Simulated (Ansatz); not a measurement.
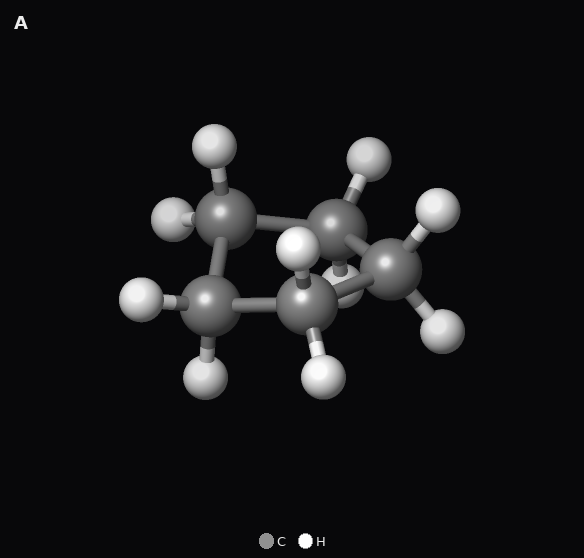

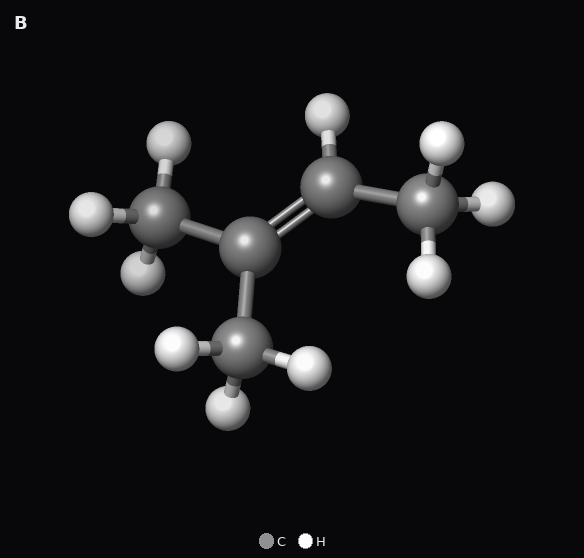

2 stationary structures of one formula. Geometries: PBE-D4/def2-SVP. Electronic energies: PBE-D4/def2-SVP (Ansatz 0.2.0), without zero-point energy. No frequency run is at hand to confirm each as a minimum.

Which structure is the most stable?

Answer. A is lowest; B lies 47.3 kJ/mol above it. A is `C1CCCC1`, B is `CC=C(C)C`.
